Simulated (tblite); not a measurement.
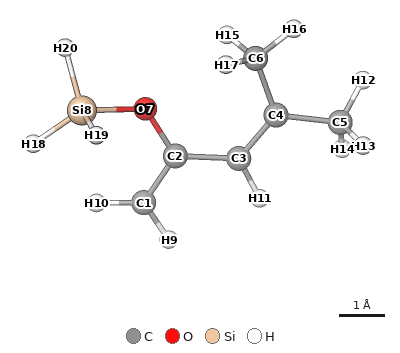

Starting structure of C6H12OSi. A ball-and-stick model, seen at a tilt.

Computed with GFN2-xTB geometry optimisation, gas phase in tblite 0.8.0.

```xyz
20

C     1.3604   -1.7025   -1.0520
C     0.6505   -0.8287   -0.3495
C    -0.6163   -0.4092   -0.8975
C    -1.4280    0.4661   -0.3040
C    -2.7079    0.8177   -0.9550
C    -1.1229    1.0859    1.0100
O     1.1696   -0.4006    0.8452
Si    2.8214   -0.1795    1.2591
H     0.9210   -2.0314   -2.0012
H     2.3013   -2.0570   -0.6895
H    -0.9664   -0.8064   -1.8715
H    -3.4919    1.0830   -0.2366
H    -2.6039    1.6325   -1.6746
H    -3.0308   -0.1399   -1.4628
H    -1.0942    0.2654    1.7807
H    -1.9093    1.8215    1.3119
H    -0.1050    1.5482    1.0613
H     3.6595   -1.3419    0.9867
H     3.3407    1.0045    0.5392
H     2.8469    0.1831    2.6970
```

Question: Predict the outcome.

Answer: The largest move after the best rigid fit is that of H18, 1.11 Å. By element the largest moves are H 1.11 Å, O 0.38 Å, C 0.27 Å, Si 0.16 Å. Near-neighbour distances that change, for instance: O7–Si8 1.717 → 1.620 Å, C5–H14 1.131 → 1.087 Å, C6–H16 1.118 → 1.088 Å, C3–H11 1.109 → 1.082 Å. Bond angles that change, for instance: C3–C2–O7 124.9° → 116.5°, C4–C5–H14 104.1° → 111.7°, C2–C3–H11 120.5° → 112.9°. Groups turn about C4–C5 by about 35°, C2–O7 by about 35°. The energy falls by 14.8 kcal/mol in 145 geometry steps.

Step by step:

```json
{"step": "0", "E − E(0), kcal/mol": "0.00"}
{"step": "1", "E − E(0), kcal/mol": "-4.44"}
{"step": "2", "E − E(0), kcal/mol": "-6.42"}
{"step": "3", "E − E(0), kcal/mol": "-7.68"}
{"step": "4", "E − E(0), kcal/mol": "-9.43"}
{"step": "5", "E − E(0), kcal/mol": "-10.12"}
{"step": "6", "E − E(0), kcal/mol": "-10.64"}
{"step": "7", "E − E(0), kcal/mol": "-11.06"}
{"step": "8", "E − E(0), kcal/mol": "-11.40"}
{"step": "9", "E − E(0), kcal/mol": "-11.61"}
{"step": "10", "E − E(0), kcal/mol": "-11.79"}
{"step": "17", "E − E(0), kcal/mol": "-12.77"}
{"step": "24", "E − E(0), kcal/mol": "-13.01"}
{"step": "31", "E − E(0), kcal/mol": "-13.33"}
{"step": "38", "E − E(0), kcal/mol": "-13.63"}
{"step": "46", "E − E(0), kcal/mol": "-13.85"}
{"step": "53", "E − E(0), kcal/mol": "-14.09"}
{"step": "60", "E − E(0), kcal/mol": "-14.18"}
{"step": "67", "E − E(0), kcal/mol": "-14.27"}
{"step": "74", "E − E(0), kcal/mol": "-14.34"}
{"step": "81", "E − E(0), kcal/mol": "-14.39"}
{"step": "88", "E − E(0), kcal/mol": "-14.47"}
{"step": "95", "E − E(0), kcal/mol": "-14.57"}
{"step": "102", "E − E(0), kcal/mol": "-14.61"}
{"step": "109", "E − E(0), kcal/mol": "-14.67"}
{"step": "117", "E − E(0), kcal/mol": "-14.74"}
{"step": "124", "E − E(0), kcal/mol": "-14.77"}
{"step": "131", "E − E(0), kcal/mol": "-14.78"}
{"step": "138", "E − E(0), kcal/mol": "-14.79"}
{"step": "145", "E − E(0), kcal/mol": "-14.79"}
```

Final geometry:

```xyz
20

C     1.4903   -1.6204   -1.2765
C     0.7901   -0.7545   -0.5388
C    -0.5752   -0.3926   -0.8944
C    -1.4068    0.4478   -0.2686
C    -2.7856    0.6862   -0.8036
C    -1.0702    1.2160    0.9740
O     1.3011   -0.1685    0.5693
Si    2.7171   -0.2630    1.3508
H     1.0656   -2.0741   -2.1518
H     2.4989   -1.8877   -1.0182
H    -0.9250   -0.8925   -1.7877
H    -3.5291    0.3994   -0.0597
H    -2.9243    1.7464   -1.0155
H    -2.9666    0.1203   -1.7136
H    -0.7431    0.5465    1.7663
H    -1.9341    1.7780    1.3212
H    -0.2548    1.9116    0.7826
H     2.9809   -1.6264    1.8162
H     3.8270    0.1780    0.5037
H     2.4388    0.6602    2.4414
```

After the run, drawn alike:

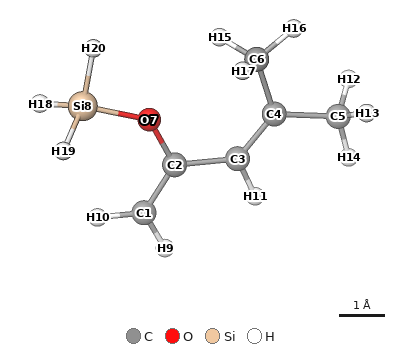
